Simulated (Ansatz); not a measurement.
# Molecular dynamics of CH₇FO₂Si₂ (part 2 of 2)

The same run, continued: CH₇FO₂Si₂; RKS r2SCAN-D4/STO-3G (Ansatz 0.2.0). It belongs to a series of runs on one base structure; here: dynamics from the last frame of an earlier run.

Geometry of the input (Å):
```
Si 0.0161  -0.0271  -0.5043
F  -0.2691  -0.3291  1.0845
O  1.6523  0.1348  -0.8020
Si 2.5759  -1.2662  -0.5530
H  1.9221  -2.4261  -1.0374
H  3.8666  -1.0734  -1.2016
H  2.7376  -1.4346  0.8864
O  -0.6684  1.4908  -0.9150
C  -2.1250  1.4359  -0.6870
H  -2.4587  1.2643  0.3490
H  -2.5225  2.4225  -0.9936
H  -2.6434  0.6859  -1.3257
H  -0.5201  -1.1131  -1.3244
```

### Log, continued
```
md step   115: t =    57.50 fs  T =   149.4 K  F+E_penalty+E_count = -23423.42102404 eV  E_kin = 0.212488 eV  conserved = -23423.20853579 eV  (21 SCF iters)
md step   116: t =    58.00 fs  T =   153.8 K  F+E_penalty+E_count = -23423.42726204 eV  E_kin = 0.218697 eV  conserved = -23423.20856542 eV  (21 SCF iters)
md step   117: t =    58.50 fs  T =   156.7 K  F+E_penalty+E_count = -23423.43130215 eV  E_kin = 0.222739 eV  conserved = -23423.20856358 eV  (21 SCF iters)
md step   118: t =    59.00 fs  T =   158.0 K  F+E_penalty+E_count = -23423.43316938 eV  E_kin = 0.224625 eV  conserved = -23423.20854431 eV  (21 SCF iters)
md step   119: t =    59.50 fs  T =   158.0 K  F+E_penalty+E_count = -23423.43315806 eV  E_kin = 0.224629 eV  conserved = -23423.20852899 eV  (21 SCF iters)
md step   120: t =    60.00 fs  T =   156.8 K  F+E_penalty+E_count = -23423.43150966 eV  E_kin = 0.222976 eV  conserved = -23423.20853341 eV  (21 SCF iters)
md step   121: t =    60.50 fs  T =   154.5 K  F+E_penalty+E_count = -23423.42817926 eV  E_kin = 0.219623 eV  conserved = -23423.20855614 eV  (21 SCF iters)
md step   122: t =    61.00 fs  T =   150.7 K  F+E_penalty+E_count = -23423.42285383 eV  E_kin = 0.214276 eV  conserved = -23423.20857827 eV  (22 SCF iters)
md step   123: t =    61.50 fs  T =   145.3 K  F+E_penalty+E_count = -23423.41523148 eV  E_kin = 0.206657 eV  conserved = -23423.20857470 eV  (21 SCF iters)
md step   124: t =    62.00 fs  T =   138.5 K  F+E_penalty+E_count = -23423.40539930 eV  E_kin = 0.196870 eV  conserved = -23423.20852906 eV  (21 SCF iters)
md step   125: t =    62.50 fs  T =   130.6 K  F+E_penalty+E_count = -23423.39408111 eV  E_kin = 0.185637 eV  conserved = -23423.20844386 eV  (22 SCF iters)
md step   126: t =    63.00 fs  T =   122.6 K  F+E_penalty+E_count = -23423.38260345 eV  E_kin = 0.174264 eV  conserved = -23423.20833918 eV  (21 SCF iters)
md step   127: t =    63.50 fs  T =   115.6 K  F+E_penalty+E_count = -23423.37259267 eV  E_kin = 0.164350 eV  conserved = -23423.20824301 eV  (23 SCF iters)
md step   128: t =    64.00 fs  T =   110.7 K  F+E_penalty+E_count = -23423.36554757 eV  E_kin = 0.157368 eV  conserved = -23423.20817932 eV  (21 SCF iters)
md step   129: t =    64.50 fs  T =   108.5 K  F+E_penalty+E_count = -23423.36246632 eV  E_kin = 0.154306 eV  conserved = -23423.20816013 eV  (22 SCF iters)
md step   130: t =    65.00 fs  T =   109.3 K  F+E_penalty+E_count = -23423.36364787 eV  E_kin = 0.155463 eV  conserved = -23423.20818506 eV  (20 SCF iters)
md step   131: t =    65.50 fs  T =   112.8 K  F+E_penalty+E_count = -23423.36868898 eV  E_kin = 0.160445 eV  conserved = -23423.20824441 eV  (21 SCF iters)
md step   132: t =    66.00 fs  T =   118.4 K  F+E_penalty+E_count = -23423.37663242 eV  E_kin = 0.168309 eV  conserved = -23423.20832363 eV  (20 SCF iters)
md step   133: t =    66.50 fs  T =   125.0 K  F+E_penalty+E_count = -23423.38620126 eV  E_kin = 0.177795 eV  conserved = -23423.20840597 eV  (23 SCF iters)
md step   134: t =    67.00 fs  T =   131.9 K  F+E_penalty+E_count = -23423.39607110 eV  E_kin = 0.187597 eV  conserved = -23423.20847449 eV  (22 SCF iters)
md step   135: t =    67.50 fs  T =   138.3 K  F+E_penalty+E_count = -23423.40514507 eV  E_kin = 0.196631 eV  conserved = -23423.20851408 eV  (22 SCF iters)
md step   136: t =    68.00 fs  T =   143.7 K  F+E_penalty+E_count = -23423.41279004 eV  E_kin = 0.204273 eV  conserved = -23423.20851695 eV  (22 SCF iters)
md step   137: t =    68.50 fs  T =   148.0 K  F+E_penalty+E_count = -23423.41896114 eV  E_kin = 0.210475 eV  conserved = -23423.20848608 eV  (21 SCF iters)
md step   138: t =    69.00 fs  T =   151.7 K  F+E_penalty+E_count = -23423.42414422 eV  E_kin = 0.215706 eV  conserved = -23423.20843819 eV  (21 SCF iters)
md step   139: t =    69.50 fs  T =   155.2 K  F+E_penalty+E_count = -23423.42908607 eV  E_kin = 0.220687 eV  conserved = -23423.20839933 eV  (21 SCF iters)
md step   140: t =    70.00 fs  T =   158.9 K  F+E_penalty+E_count = -23423.43438755 eV  E_kin = 0.225994 eV  conserved = -23423.20839358 eV  (22 SCF iters)
md step   141: t =    70.50 fs  T =   163.0 K  F+E_penalty+E_count = -23423.44013268 eV  E_kin = 0.231702 eV  conserved = -23423.20843093 eV  (21 SCF iters)
md step   142: t =    71.00 fs  T =   166.9 K  F+E_penalty+E_count = -23423.44573920 eV  E_kin = 0.237238 eV  conserved = -23423.20850081 eV  (22 SCF iters)
md step   143: t =    71.50 fs  T =   169.9 K  F+E_penalty+E_count = -23423.45011943 eV  E_kin = 0.241542 eV  conserved = -23423.20857733 eV  (22 SCF iters)
md step   144: t =    72.00 fs  T =   171.2 K  F+E_penalty+E_count = -23423.45207835 eV  E_kin = 0.243447 eV  conserved = -23423.20863123 eV  (21 SCF iters)
md step   145: t =    72.50 fs  T =   170.3 K  F+E_penalty+E_count = -23423.45076816 eV  E_kin = 0.242126 eV  conserved = -23423.20864186 eV  (21 SCF iters)
md step   146: t =    73.00 fs  T =   167.0 K  F+E_penalty+E_count = -23423.44601428 eV  E_kin = 0.237411 eV  conserved = -23423.20860349 eV  (22 SCF iters)
md step   147: t =    73.50 fs  T =   161.7 K  F+E_penalty+E_count = -23423.43841075 eV  E_kin = 0.229886 eV  conserved = -23423.20852518 eV  (22 SCF iters)
md step   148: t =    74.00 fs  T =   155.3 K  F+E_penalty+E_count = -23423.42918106 eV  E_kin = 0.220754 eV  conserved = -23423.20842680 eV  (22 SCF iters)
md step   149: t =    74.50 fs  T =   148.8 K  F+E_penalty+E_count = -23423.41986645 eV  E_kin = 0.211533 eV  conserved = -23423.20833313 eV  (21 SCF iters)
these checks for a lower state are left out or cut short: starts, cluster_reference, orbital_swaps, neighbouring_geometries, increment
640 factors; integrals over basis functions are off by at most 1.5e-5 eV
mean field -23423.34114761 eV, -860.7919102638 hartree, gradient 2.7e-5 eV, S^2 0.000000; 0 other end points of the search recorded, 0 dependent functions left out
the calculation of the forces begins
reference -23423.34115470 eV, -860.7919105245 hartree; 33, 33 occupied and 12, 12 virtual orbitals, 640 factors
640 factors; integrals over basis functions are off by at most 1.5e-5 eV
mean field evaluation 1024: about -23423.4405 eV, gradient 6.1e-1 eV
mean field -23423.34114761 eV, -860.7919102638 hartree, gradient 2.7e-5 eV, S^2 0.000000; 1 other end points of the search recorded, 0 dependent functions left out
the calculation of the forces begins
reference -23423.34115470 eV, -860.7919105245 hartree; 33, 33 occupied and 12, 12 virtual orbitals, 640 factors
md step   150: t =    75.00 fs  T =   143.2 K  F+E_penalty+E_count = -23423.41193323 eV  E_kin = 0.203665 eV  conserved = -23423.20826809 eV  (25 SCF iters)
```

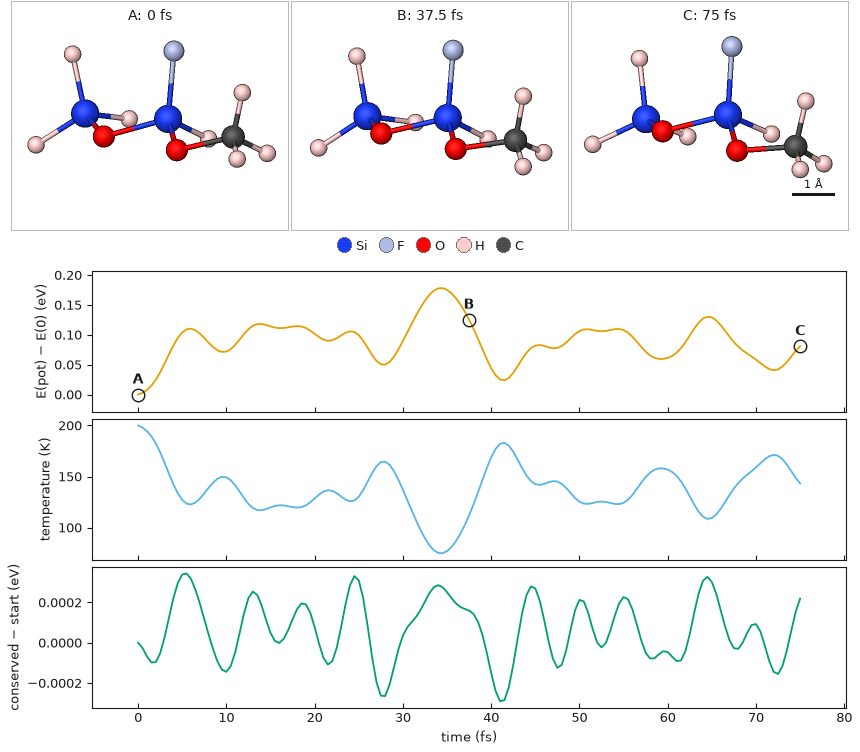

Frames of the molecular dynamics (ball-and-stick, seen at a tilt) above the curves, on which the letters mark them. The trajectory kept here has 151 frames over 75 fs. The temperature starts at 200 K, ranges from 75 to 200 K and averages 143 K over the second half. The potential energy ends 0.081 eV above its first value. The conserved quantity stays within 0.00063 eV. After an unweighted best fit of the last frame on the first, the root-mean-square displacement is 0.21 Å.

```
Total energy: -23423.41194033 eV, -860.7945118481 hartree
Atom 0 at    -0.003930     0.000502    -0.390509 Å, force     0.033753     0.145267    -0.196169 eV/Å
Atom 1 at    -0.249731    -0.284922     1.218453 Å, force    -0.027132     0.218084    -0.594514 eV/Å
Atom 2 at     1.659737     0.138817    -0.662763 Å, force    -0.010830     0.056736    -0.279496 eV/Å
Atom 3 at     2.586283    -1.298498    -0.689570 Å, force     0.275933     0.383458     1.272391 eV/Å
Atom 4 at     1.999056    -2.357794    -1.444098 Å, force    -0.329940    -0.410414    -0.475776 eV/Å
Atom 5 at     3.939309    -1.050230    -1.169618 Å, force    -0.378426     0.232948    -0.077729 eV/Å
Atom 6 at     2.713656    -1.778654     0.692786 Å, force    -0.006702     0.006204    -0.369497 eV/Å
Atom 7 at    -0.688310     1.522583    -0.912947 Å, force     1.295780    -0.594071     0.238007 eV/Å
Atom 8 at    -2.129076     1.370851    -0.932941 Å, force    -0.017669    -0.033471     1.060548 eV/Å
Atom 9 at    -2.493696     1.203168     0.128562 Å, force    -0.359902    -0.120484    -0.887978 eV/Å
Atom 10 at    -2.534910     2.348361    -1.266987 Å, force    -0.220155    -0.271005    -0.210736 eV/Å
Atom 11 at    -2.460593     0.533202    -1.604010 Å, force    -0.293165     0.400009     0.294210 eV/Å
Atom 12 at    -0.630798    -1.066000    -1.186235 Å, force     0.038454    -0.013260     0.226740 eV/Å
Dipole moment:    -0.128396    -0.262813    -0.080048 e Å
```

### Trajectory as extended XYZ (Å, eV, eV/Å), 8 of the 151 frames kept, from step=0 to step=150
```
13
Properties=species:S:1:pos:R:3:forces:R:3 step=0 time_fs=0.0 energy=-23423.49286 temperature=200.0
Si    0.0161   -0.0271   -0.5043   -0.2820  -0.2069   0.1157
F    -0.2691   -0.3291    1.0845    0.0187  -0.0079  -0.2279
O     1.6523    0.1348   -0.8020    0.2095   0.3544  -0.2106
Si    2.5759   -1.2662   -0.5530    0.5178   0.8650   0.7128
H     1.9221   -2.4261   -1.0374   -0.3340  -0.8312  -0.4471
H     3.8666   -1.0734   -1.2016   -0.2607  -0.0582   0.1263
H     2.7376   -1.4346    0.8864    0.2175  -0.1367  -0.1524
O    -0.6684    1.4908   -0.9150   -0.4305  -0.0445   0.3076
C    -2.1250    1.4359   -0.6870    0.2795   0.3073  -0.9093
H    -2.4587    1.2643    0.3490    0.2090  -0.1247   0.4820
H    -2.5225    2.4225   -0.9936    0.0088   0.0502   0.0614
H    -2.6434    0.6859   -1.3257    0.0802  -0.1196   0.0218
H    -0.5201   -1.1131   -1.3244   -0.2337  -0.0473   0.1196
13
Properties=species:S:1:pos:R:3:forces:R:3 step=21 time_fs=10.5 energy=-23423.41673 temperature=146.4
Si    0.0359   -0.0329   -0.4937   -0.7278   0.2914  -0.5548
F    -0.2774   -0.3000    1.0636    0.1026  -0.2312   1.0289
O     1.6871    0.1703   -0.7909   -0.6807   0.0817   0.3079
Si    2.5515   -1.2757   -0.5558    0.7865   0.5244  -0.1647
H     1.7942   -2.3562   -1.1225    0.0326  -0.5339  -0.1766
H     3.7615   -0.9659   -1.3108   -0.0352  -0.5425   0.2904
H     2.8563   -1.6064    0.8410   -0.0807   0.1673  -0.3278
O    -0.6671    1.4731   -0.8796   -0.3106   0.4334  -0.1849
C    -2.1334    1.4108   -0.7175    0.9894   0.0067  -0.3824
H    -2.4316    1.2807    0.3369   -0.1931  -0.1087   0.3176
H    -2.5355    2.3843   -1.0649   -0.0348  -0.1466  -0.0331
H    -2.5893    0.5911   -1.3176   -0.1597   0.1010   0.0436
H    -0.6628   -1.1068   -1.2100    0.3117  -0.0430  -0.1642
13
Properties=species:S:1:pos:R:3:forces:R:3 step=43 time_fs=21.5 energy=-23423.40280 temperature=136.6
Si    0.0305   -0.0295   -0.4974   -0.2979   0.0027   0.3738
F    -0.2797   -0.2815    1.0894    0.1650  -0.1689   0.0252
O     1.6878    0.2090   -0.7618    0.0967  -0.6757   0.1944
Si    2.5381   -1.2820   -0.5759    0.8981  -0.6409  -0.5813
H     1.8675   -2.4286   -1.1955   -0.1930   0.3450   0.2974
H     3.8046   -1.2238   -1.2924   -0.2411   0.4501   0.0625
H     2.9255   -1.6721    0.7776   -0.4558   0.3190  -0.0203
O    -0.6757    1.4796   -0.8566    0.9269   0.1348  -0.5410
C    -2.0960    1.3773   -0.7495   -1.5652   0.0661   0.0594
H    -2.4493    1.2626    0.2994    0.0035   0.1406   0.1612
H    -2.5617    2.3048   -1.1547    0.2466  -0.0557   0.1645
H    -2.5887    0.5399   -1.3010    0.3444  -0.0770  -0.1760
H    -0.5576   -1.1474   -1.2489    0.0718   0.1598  -0.0198
13
Properties=species:S:1:pos:R:3:forces:R:3 step=64 time_fs=32.0 energy=-23423.34720 temperature=97.7
Si    0.0184   -0.0225   -0.4887    1.0048  -0.0627   0.6147
F    -0.2739   -0.2744    1.1199   -0.0181  -0.2059  -0.6119
O     1.6881    0.2055   -0.7220    0.0064  -0.5286  -0.2554
Si    2.5473   -1.2944   -0.6113   -1.2708   0.1190   0.2107
H     1.7246   -2.4293   -1.1318    0.7450   0.6436   0.1261
H     3.8213   -1.1588   -1.2849   -0.0316  -0.0565   0.0293
H     2.6863   -1.5191    0.8163    0.4125  -0.2881  -0.0301
O    -0.6445    1.4982   -0.8654   -1.0551   0.0677   0.1013
C    -2.1280    1.3450   -0.7657    1.1328   0.6661  -0.6080
H    -2.5066    1.2823    0.2803    0.0832  -0.2355  -0.1132
H    -2.5374    2.2772   -1.2140   -0.1847  -0.3106   0.0589
H    -2.4602    0.4674   -1.3658   -0.4381   0.1650   0.2376
H    -0.4346   -1.1214   -1.3466   -0.3862   0.0265   0.2399
13
Properties=species:S:1:pos:R:3:forces:R:3 step=86 time_fs=43.0 energy=-23423.44529 temperature=166.6
Si    0.0349   -0.0139   -0.4579   -0.6442   0.6359  -0.0677
F    -0.2676   -0.2784    1.1225    0.0419  -0.0835   0.1473
O     1.6858    0.1705   -0.6967   -0.3492   0.3322  -0.3417
Si    2.5363   -1.2860   -0.6280   -0.2142  -0.9907   0.0713
H     1.7953   -2.4297   -1.2299    0.4685   0.6601   0.2390
H     3.8026   -1.0907   -1.2750    0.2182   0.0226  -0.2114
H     2.7671   -1.6008    0.7648    0.1084  -0.1995   0.1231
O    -0.6641    1.5184   -0.8756    0.2592  -0.4136  -0.2590
C    -2.1040    1.3406   -0.8161   -1.2243  -0.3814   0.6463
H    -2.4698    1.2052    0.2409    0.1118   0.3409  -0.3108
H    -2.6419    2.2145   -1.2467    0.4851   0.1111   0.1757
H    -2.5435    0.4561   -1.3467    0.5630   0.0417  -0.2035
H    -0.6254   -1.0675   -1.2323    0.1758  -0.0759  -0.0087
13
Properties=species:S:1:pos:R:3:forces:R:3 step=107 time_fs=53.5 energy=-23423.38488 temperature=124.1
Si    0.0306    0.0140   -0.4300   -1.0425  -0.0563  -0.2452
F    -0.2597   -0.2872    1.1326    0.0463   0.0860   0.7385
O     1.6665    0.1533   -0.6934    0.2076   0.1986   0.0832
Si    2.5401   -1.2906   -0.6294    0.7133  -0.4850  -0.9032
H     1.9375   -2.3648   -1.3917   -0.3693  -0.0525   0.1346
H     3.7636   -1.0257   -1.3231    0.4079   0.2573  -0.1033
H     2.9261   -1.8175    0.6507   -0.2780   0.1045   0.5511
O    -0.6701    1.5143   -0.8954    0.6156  -0.2222   0.2459
C    -2.1165    1.3287   -0.8413    0.2109   0.5441   0.1584
H    -2.5027    1.2363    0.2156    0.0246  -0.2498  -0.6214
H    -2.5307    2.2734   -1.2573   -0.3073  -0.3570  -0.0632
H    -2.4230    0.4518   -1.4650   -0.4670   0.2828   0.3119
H    -0.6718   -1.0703   -1.1183    0.2380  -0.0505  -0.2873
13
Properties=species:S:1:pos:R:3:forces:R:3 step=129 time_fs=64.5 energy=-23423.36247 temperature=108.5
Si   -0.0046    0.0331   -0.4092    1.3211  -1.7017   0.0664
F    -0.2503   -0.2914    1.1783   -0.1883   0.1971  -0.1227
O     1.6565    0.1482   -0.6847    0.1703  -0.0799   0.2761
Si    2.5771   -1.3112   -0.6562   -0.8620   1.6370   0.2717
H     1.8604   -2.2905   -1.4011   -0.0756  -0.7363  -0.4730
H     3.7935   -0.8770   -1.2861    0.4052  -0.3543  -0.0350
H     2.7840   -1.8308    0.6834    0.1502   0.0198   0.0163
O    -0.6521    1.5025   -0.9061   -1.3532   0.7171  -0.0387
C    -2.1215    1.3479   -0.8809   -0.7813  -0.3974   0.1424
H    -2.5820    1.1578    0.1387    0.6372   0.4038  -0.4708
H    -2.6055    2.2548   -1.2986    0.3730   0.1782   0.2217
H    -2.5326    0.5105   -1.5077    0.5805   0.0996   0.0165
H    -0.5110   -1.0815   -1.2113   -0.3772   0.0169   0.1293
13
Properties=species:S:1:pos:R:3:forces:R:3 step=150 time_fs=75.0 energy=-23423.41193 temperature=143.2
Si   -0.0039    0.0005   -0.3905    0.0338   0.1453  -0.1962
F    -0.2497   -0.2849    1.2185   -0.0271   0.2181  -0.5945
O     1.6597    0.1388   -0.6628   -0.0108   0.0567  -0.2795
Si    2.5863   -1.2985   -0.6896    0.2759   0.3835   1.2724
H     1.9991   -2.3578   -1.4441   -0.3299  -0.4104  -0.4758
H     3.9393   -1.0502   -1.1696   -0.3784   0.2329  -0.0777
H     2.7137   -1.7787    0.6928   -0.0067   0.0062  -0.3695
O    -0.6883    1.5226   -0.9129    1.2958  -0.5941   0.2380
C    -2.1291    1.3709   -0.9329   -0.0177  -0.0335   1.0605
H    -2.4937    1.2032    0.1286   -0.3599  -0.1205  -0.8880
H    -2.5349    2.3484   -1.2670   -0.2202  -0.2710  -0.2107
H    -2.4606    0.5332   -1.6040   -0.2932   0.4000   0.2942
H    -0.6308   -1.0660   -1.1862    0.0385  -0.0133   0.2267
```

### Results in brief

| quantity | value |
| --- | --- |
| outcome | finished |
| mean temperature over the second half | 143 K |
| trajectory | 150 steps, 75 fs |
| ensemble | nve |
| temperature in the input | 200.0 K |
| time step | 0.5 fs |
| potential energy (last step) | −23423.4119 eV |
| mean-field energy (last step) | −23423.3412 eV |
| largest force (length of the vector) (last step) | 1.445 eV/Å |
| wall time | 13 min |
| peak memory | 0.13 GiB |

### Notes

So short a trajectory is not equilibrated.
